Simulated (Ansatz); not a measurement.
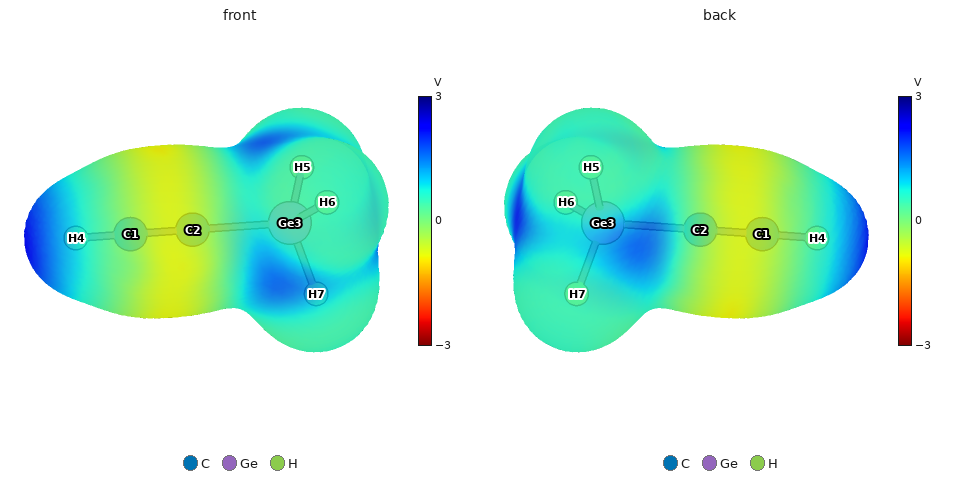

Figure. C₂H₄Ge. The molecular electrostatic potential painted on the density surface at 0.004 e/bohr³, seen from the front and from behind; red is negative and blue positive.

The calculation used RKS B3LYP-D4/def2-SVPD in Ansatz.

```yaml
atoms:
  - { symbol: C, position_ang: [-0.8160, -1.8461, 0.1300] }
  - { symbol: C, position_ang: [-0.3207, -0.7382, 0.0471] }
  - { symbol: Ge, position_ang: [0.4610, 0.9985, -0.0817] }
  - { symbol: H, position_ang: [-1.2530, -2.8238, 0.2036] }
  - { symbol: H, position_ang: [0.1323, 1.5870, -1.4620] }
  - { symbol: H, position_ang: [-0.1243, 1.8868, 1.0265] }
  - { symbol: H, position_ang: [1.9818, 0.8678, 0.0908] }
```

**Where is the surface potential most negative and most positive?**

The most negative region (about −0.9 V) lies over C1 and C2, the most positive (about +2.2 V) over Ge3 and H4.
